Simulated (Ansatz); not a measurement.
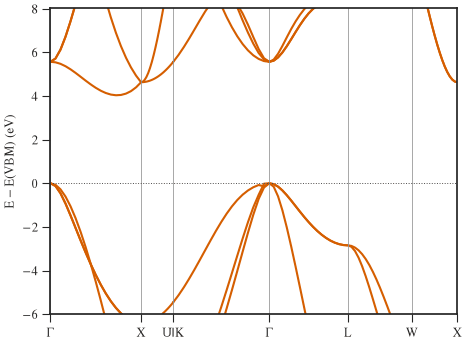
*Band structure from DFT-PBEsol in the program Ansatz with PAW potentials*

Read off the gap and where the band edges lie.

About 4.0 eV (4.03 eV by a search for the band edges); maximum at Γ, minimum on the Γ–X line, 73 % of the way from Γ.

Which of these materials gives this?
A. AlN, zinc blende
B. C, diamond
C. HfO2, fluorite
D. BeS, zinc blende

B, C, diamond

Space group Fd-3m (diamond). The PBEsol relaxation kept the symmetry of its start.

Potentials: the earlier of the program's two PAW sets. The files were generated under PBE; for other functionals the program regenerates the frozen cores, and for LDA and PBEsol the local potential too.
